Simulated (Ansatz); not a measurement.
```yaml
atoms:
  - { symbol: C, position_ang: [1.6588, -2.5327, -1.4477] }
  - { symbol: C, position_ang: [0.7527, -1.4683, -0.9132] }
  - { symbol: C, position_ang: [-0.5925, -1.4090, -1.3485] }
  - { symbol: C, position_ang: [-1.4471, -0.4526, -0.8820] }
  - { symbol: C, position_ang: [-1.0137, 0.5123, 0.0539] }
  - { symbol: C, position_ang: [-1.8686, 1.5150, 0.5578] }
  - { symbol: C, position_ang: [-1.4125, 2.4328, 1.4640] }
  - { symbol: C, position_ang: [-0.0770, 2.3869, 1.9064] }
  - { symbol: C, position_ang: [0.7746, 1.4257, 1.4348] }
  - { symbol: C, position_ang: [0.3336, 0.4651, 0.4995] }
  - { symbol: C, position_ang: [1.1881, -0.5394, -0.0058] }
  - { symbol: H, position_ang: [1.2741, -3.5300, -1.2151] }
  - { symbol: H, position_ang: [2.6613, -2.4505, -1.0261] }
  - { symbol: H, position_ang: [1.7427, -2.4678, -2.5365] }
  - { symbol: H, position_ang: [-0.9441, -2.1421, -2.0677] }
  - { symbol: H, position_ang: [-2.4756, -0.4216, -1.2265] }
  - { symbol: H, position_ang: [-2.8971, 1.5459, 0.2134] }
  - { symbol: H, position_ang: [-2.0779, 3.1991, 1.8446] }
  - { symbol: H, position_ang: [0.2748, 3.1187, 2.6246] }
  - { symbol: H, position_ang: [1.8043, 1.3890, 1.7748] }
  - { symbol: H, position_ang: [2.2167, -0.5658, 0.3420] }
```

Geometry: PBE0-D4/def2-TZVP.

Method: RKS PBE0-D4/def2-TZVPP (Ansatz).

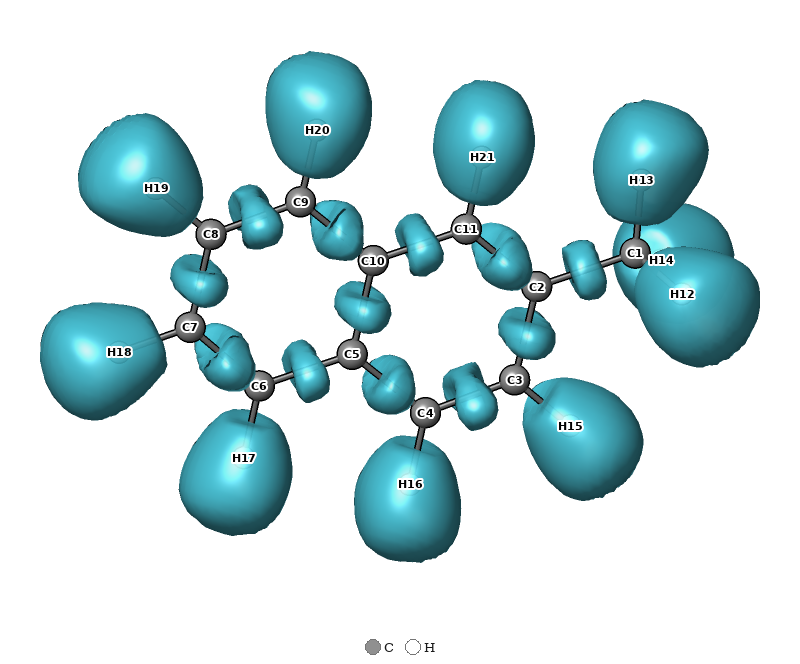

C11H10 (SMILES Cc1ccc2ccccc2c1). Isosurface of the electron localisation function at 0.8 (cyan), seen at a tilt. Core shells and regions of very low density are left out.

**Identify the bonds, lone pairs and shells in this picture.**

The surface consists of twelve regions between bonded C–C atoms (shared pairs) and ten regions around hydrogen nuclei. Along the contacts the grid gives the following. C–C (1.36 Å): the ELF peaks at about 0.95 between the atoms; a covalent bond. C–H (1.08 Å): the ELF climbs to about 1 towards the hydrogen, as it does in any bond to H: a covalent bond by its length.
